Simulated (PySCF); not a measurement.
| atom | x (Å) | y (Å) | z (Å) |
| --- | --- | --- | --- |
| P | 0.0000 | 0.0000 | -0.5101 |
| O | 0.0000 | 0.0000 | 0.9879 |

The calculation used PBE0/aug-pcseg-1, non-relativistic, at a bond length of 1.498 Å in PySCF.

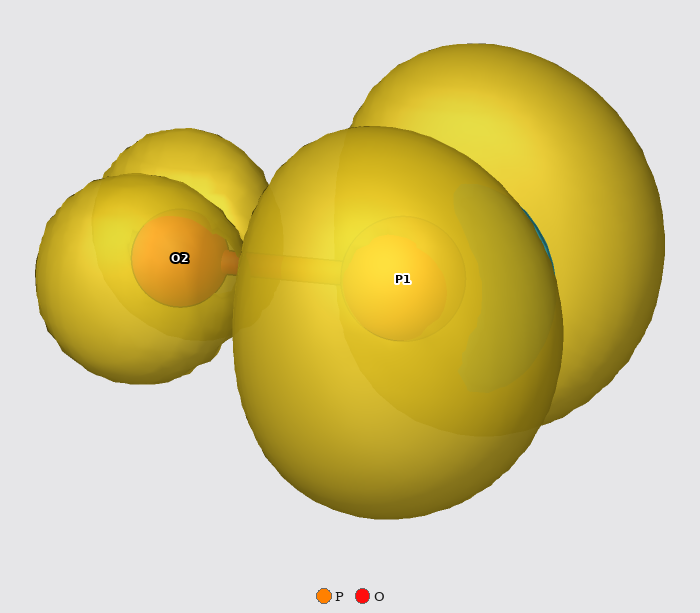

PO (doublet). Isosurfaces of the spin density at +0.015 (yellow) and −0.015 e/Å³ (cyan), seen from one side.

Where is the unpaired spin?

The unpaired spin (1 electron) lies mostly on P1 (about 0.8) and O2 (about 0.2), in electrons by Hirshfeld's partition.
